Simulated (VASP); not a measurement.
Band structure of CdO (rock salt). Computed with vdW-DF-cx, VASP's PBE PAW potentials (set 64) (plane waves; VASP 6.6.1).

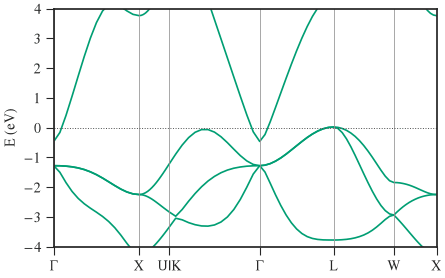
*Bands along high-symmetry lines, zero at the valence-band maximum or, without a gap, the Fermi level*

Read the plot: is there a gap, and where are the band edges?

It has no gap at this level: it comes out as a metal or semimetal. (Edges off the drawn lines would not show.)

The compound is CdO in the rock salt structure. It was relaxed first.
